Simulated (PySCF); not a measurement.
C$_{2}$H$_{6}$Si, SMILES `C=C[SiH3]`.

PySCF calculation, ωB97X/6-311+G**, gas phase; geometry: GFN2-xTB. No frequency check shows the geometry to be a minimum.

Coordinates in Å:

```
C1      -1.7559   -0.2761    0.0001
C2      -0.6925    0.5118   -0.0002
Si3      1.0937   -0.0782   -0.0001
H4      -1.6632   -1.3506    0.0004
H5      -2.7667    0.1052   -0.0001
H6      -0.8537    1.5844   -0.0002
H7       1.7638    0.4408    1.1968
H8       1.1323   -1.5408   -0.0009
H9       1.7653    0.4416   -1.1946
```

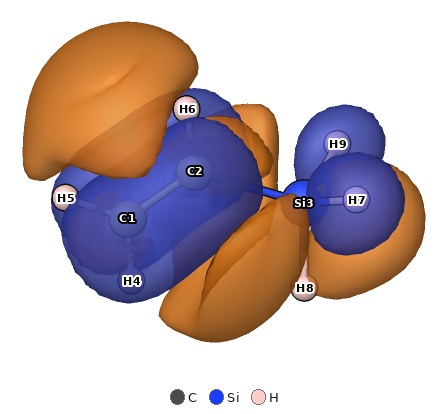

Unrelaxed difference density of S₂ less the ground state (TDA singlet states), ±0.006 e/Å³; orange: gain, blue: loss.

### How does the charge move on excitation?

0.82 e is displaced in all, largely into diffuse regions outside the molecule. The state: 7.57 eV (164 nm), f = 0.030, π → diffuse (Rydberg-like) orbital; the leading pair carries 98 %; hole on C1 (38 %), C2 (36 %) and Si3 (8 %), electron on Si3 (28 %), C1 and C2 (17 % each) and H6 (11 %) (atom shares of so diffuse an orbital are rough); their centroids lie 0.3 Å apart.
